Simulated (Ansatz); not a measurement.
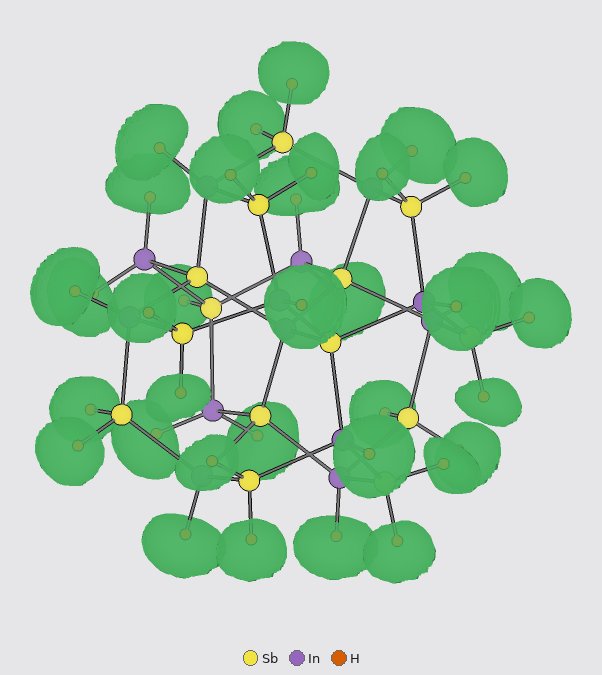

Figure 1: H$_{34}$In$_{13}$Sb$_{14}$ (In13Sb14 wurtzite other sphere) (charge +1). Isosurface of the electron localisation function at 0.9 (green), seen at a tilt. Core shells and regions of very low density are left out.

Geometry: PBE-D4/def2-SVP; core potentials replace the inner electrons of Sb and In.

Computed with RKS PBE0-D4/def2-SVP (Ansatz).

H$_{34}$In$_{13}$Sb$_{14}$ (charge +1), 61 atoms.

Q: Identify the bonds, lone pairs and shells in this picture.

A: At this value the surface marks out 34 regions around hydrogen nuclei.

Values along the shortest contacts:
In–Sb (2.81 Å): the ELF is about 0.65 at the midpoint. Sb–H (1.71 Å): the ELF climbs to about 1 towards the hydrogen.
